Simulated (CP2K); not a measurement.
# CH3BrSi (SMILES C[Si]Br): a first try and a second

Aim: the energy of CH3BrSi at AM1.

The results are computed with CP2K 2026.2.

1 further run of the same task is left out (set aside as unsound or not needed).

### Step 1. The structure to begin with

The species is CH3BrSi (6 atoms), meant as a singlet with charge 0. SMILES: `C[Si]Br`. Geometry: relaxed at PBE0-D4/def2-TZVP.

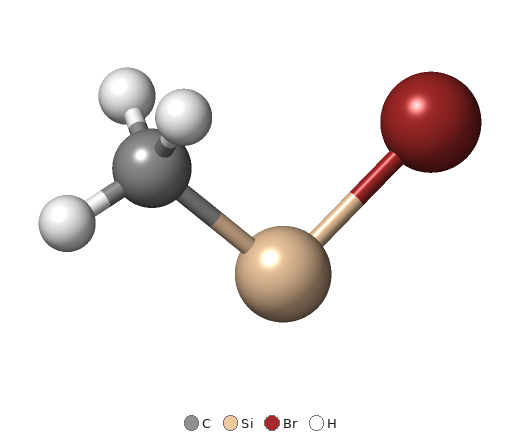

The structure, seen from a chosen angle (carbon grey, silicon light orange, bromine red, hydrogen white).

### Step 2. The input as first written

Contents of qs.inp:

```
&GLOBAL
   PROJECT qs
   RUN_TYPE ENERGY
   PRINT_LEVEL MEDIUM
&END

&FORCE_EVAL
   METHOD Quickstep
   &DFT
      CHARGE 0
      MULTIPLICITY 1
      &QUICKSTEP
         METHOD AM1
         EPS_DEFAULT 1.0E-10
         &SE
            &COULOMB
               CUTOFF [angstrom] 50
               RC_RANGE [angstrom] 0
            &END
            &EXCHANGE
               CUTOFF [angstrom] 50
               RC_RANGE [angstrom] 0
            &END
         &END
      &END
      &POISSON
         PERIODIC NONE
         POISSON_SOLVER ANALYTIC
      &END
      &SCF
         SCF_GUESS ATOMIC
         EPS_SCF 1.0E-07
         MAX_SCF 150
         ADDED_MOS 2
         &DIAGONALIZATION
            ALGORITHM STANDARD
         &END
         &MIXING
            METHOD DIRECT_P_MIXING
            ALPHA 0.4
         &END
      &END
      &PRINT
         &MOMENTS
            PERIODIC F
            REFERENCE COM
            MAX_MOMENT 1
         &END
         &MO ON
            ENERGIES T
            OCCUPATION_NUMBERS T
            NDIGITS 6
            &EACH
               QS_SCF 0
            &END
            ADD_LAST NUMERIC
         &END
         &HIRSHFELD OFF
         &END
      &END
   &END
   &SUBSYS
      &CELL
         ABC [angstrom] 13.4 12.7 12.4
         PERIODIC NONE
      &END
      &COORD
         C      5.968250     6.909500     5.951600
         Si     6.414450     5.769900     7.389400
         Br     8.400150     5.015400     6.605000
         H      6.733850     7.684600     5.832600
         H      4.999850     7.389400     6.115000
         H      5.936650     6.349500     5.010600
      &END
   &END
&END
```

The run is started by

```console
OMP_NUM_THREADS=1 cp2k.psmp -i qs.inp -o qs.out
```

The log of the run:

```text
Possible matches for unknown subsection

 QUICKSTEP

   keyword UKS in section %__ROOT__%FORCE_EVAL%DFT score:  104
   keyword MULTIP in section %__ROOT__%FORCE_EVAL%DFT score:  104
   keyword ROKS in section %__ROOT__%FORCE_EVAL%DFT score:  103
   enum MULLIKEN in section %__ROOT__%FORCE_EVAL%DFT for keyword PLUS_U_METHOD score:  103
   keyword SUBCELLS in section %__ROOT__%FORCE_EVAL%DFT score:  103

 *******************************************************************************
 *   ___                                                                       *
 *  /   \                                                                      *
 * [ABORT]                                                                     *
 *  \___/               unknown subsection QUICKSTEP of section DFT            *
 *    |                                                                        *
 *  O/|                                                                        *
 * /| |                                                                        *
 * / \                                               input/input_parsing.F:192 *
 *******************************************************************************

 ===== Routine Calling Stack =====

            4 section_vals_parse
            3 section_vals_parse
            2 section_vals_parse
            1 read_input

Program received signal SIGABRT: Process abort signal.

Backtrace for this error:
#0  0x43373338f957 in ???
#1  0x433753c44cac in __pthread_kill_implementation
#2  0x433753bebfb7 in raise
#3  0x433753bd5d37 in abort
#4  0x433733a62d83 in ???
#5  0x433733a64297 in ???
#6  0x433733bd3e77 in ???
#7  0x433733bd38f7 in ???
#8  0x433733bd38f7 in ???
#9  0x4337334a9807 in ???
#10  0x433733d14e8b in ???
#11  0x433733d19d0b in ???
#12  0x433733430db3 in ???
#13  0x43373342ef13 in ???
#14  0x433753bd6573 in __libc_start_call_main
#15  0x433753bd6657 in __libc_start_main_impl
#16  0x43373342f06f in ???
#17  0xffffffffffffffff in ???
```

Wall time 0.32 s (1 thread of Arm Neoverse V1, shared host).

### Step 3. Diagnosis

The program refused the input.

The telling line is `\___/               unknown subsection QUICKSTEP of section DFT`. Cause: unknown section.

### Step 4. Second attempt

Contents of calc.inp:

```
&GLOBAL
 PROJECT calc
 RUN_TYPE ENERGY
 PRINT_LEVEL MEDIUM
&END GLOBAL

&FORCE_EVAL
 METHOD QUICKSTEP
 &DFT
  ! Quickstep
  &QS
   METHOD AM1
   EPS_DEFAULT 1.0E-10
   &SE
    &COULOMB
     CUTOFF [angstrom] 50
     RC_RANGE [angstrom] 0
    &END COULOMB
    &EXCHANGE
     CUTOFF [angstrom] 50
     RC_RANGE [angstrom] 0
    &END EXCHANGE
   &END SE
  &END QS
  ! no periodic images
  &POISSON
   PERIODIC NONE
   POISSON_SOLVER ANALYTIC
  &END POISSON
  ! SCF settings
  &SCF
   SCF_GUESS ATOMIC
   EPS_SCF 1.0E-07
   MAX_SCF 150
   ADDED_MOS 2
   &DIAGONALIZATION
    ALGORITHM STANDARD
   &END DIAGONALIZATION
   &MIXING
    METHOD DIRECT_P_MIXING
    ALPHA 0.4
   &END MIXING
  &END SCF
  &PRINT
   &MOMENTS
    PERIODIC F
    REFERENCE COM
    MAX_MOMENT 1
   &END MOMENTS
   &MO ON
    ENERGIES T
    OCCUPATION_NUMBERS T
    NDIGITS 6
    &EACH
     QS_SCF 0
    &END EACH
    ADD_LAST NUMERIC
   &END MO
   &HIRSHFELD OFF
   &END HIRSHFELD
  &END PRINT
 &END DFT
 &SUBSYS
  &CELL
   ABC 13.4 12.7 12.4
   PERIODIC NONE
  &END CELL
  &COORD
   C      5.968250     6.909500     5.951600
   Si     6.414450     5.769900     7.389400
   Br     8.400150     5.015400     6.605000
   H      6.733850     7.684600     5.832600
   H      4.999850     7.389400     6.115000
   H      5.936650     6.349500     5.010600
  &END COORD
 &END SUBSYS
&END FORCE_EVAL
```

The run is started by

```console
OMP_NUM_THREADS=1 cp2k.psmp -i calc.inp -o calc.out
```

The log of the run:

```text
CP2K| version string:                                       CP2K version 2026.2
[...]
 GLOBAL| Method name                                                        CP2K
[...]
 GLOBAL| Run type                                                         ENERGY
[...]
                             - Atoms:                                          6
[...]
                             - Spherical basis functions:                     15
[...]
 Number of electrons:                                                         18
[...]
     1 P_Mix/Diag. 0.40E+00    0.0     0.74534956       -19.1934175820 -1.92E+01
[...]
    26 DIIS/Diag.  0.45E-07    0.0     0.00000007       -22.2673138647 -3.91E-14
  *** SCF run converged in    26 steps ***
  Core-core repulsion energy [eV]:                            669.72686456489487
  Core Hamiltonian energy [eV]:                              -988.83990761133816
  Two-electron integral energy [eV]:                         -573.62276396290963
  Electronic energy [eV]:                                   -1275.65128959279286
  Total energy [eV]:                                         -605.92442502789800
  Atomic reference energy [eV]:                               606.36937726815484
  Heat of formation [kcal/mol]:                                10.26084323231700
[...]
 SE_DIPOLE| Moment [Debye]          1.68517674      -1.38059423       0.55929159
 SE_DIPOLE| Derivative [a.u.]       0.00000000       0.00000000       0.00000000
 ENERGY| Total FORCE_EVAL ( QS ) energy [hartree]            -22.267313864741464
[...]
```

It took 0.3 s on 1 thread of Arm Neoverse V1, shared host.

### Step 5. Outcome

Level: AM1.

| quantity | value |
| --- | --- |
| total energy | -22.26731 Eh |
| dipole moment | 2.25 D |
| HOMO energy | -8.27 eV |
| LUMO energy | -1.63 eV |
| HOMO–LUMO gap | 6.64 eV |
| heat of formation | 10.3 kcal/mol |
